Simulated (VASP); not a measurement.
Band structure of KF (rock salt). Computed with optB88-vdW, VASP's PBE PAW potentials (set 64) (plane waves; VASP 6.6.1).

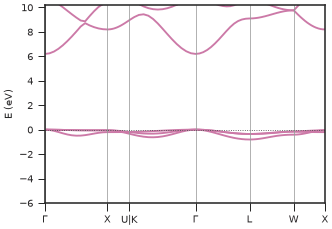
Figure. Bands along high-symmetry lines, zero at the valence-band maximum or, without a gap, the Fermi level

Q: Read the plot: is there a gap, and where are the band edges?

A: The gap is direct, 6.19 eV, from the valence maximum at Γ to the conduction minimum at Γ. (Edges off the drawn lines would not show.)

Measured: gap 10.90 eV (computed value off by -4.71 eV), as given by David Koller et al., Journal of Physics Condensed Matter (2013), arXiv:1304.4470.

The compound is KF in the rock salt structure. It was relaxed first.
